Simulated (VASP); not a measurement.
Band structure of Mo$_{2}$W (space group Fd-3m). Method: PBE GGA, VASP's PBE PAW potentials (set 64) (plane waves; VASP).

Unless said otherwise, spin-orbit coupling is left out, though it shifts the bands of the heavy elements here.

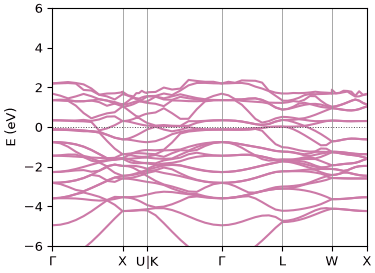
Figure: Bands along high-symmetry lines, zero at the valence-band maximum or, without a gap, the Fermi level

Problem. Read the plot: is there a gap, and where are the band edges?

Solution. It has no gap at this level: it comes out as a metal or semimetal.

The structure was generated: Mo2W was put into an ordered model structure, which need not be its known phase. The cell was not relaxed at this level. The k-mesh is coarse (spacing up to 0.35 per Å, 2π included), so the numbers may not be converged in it.
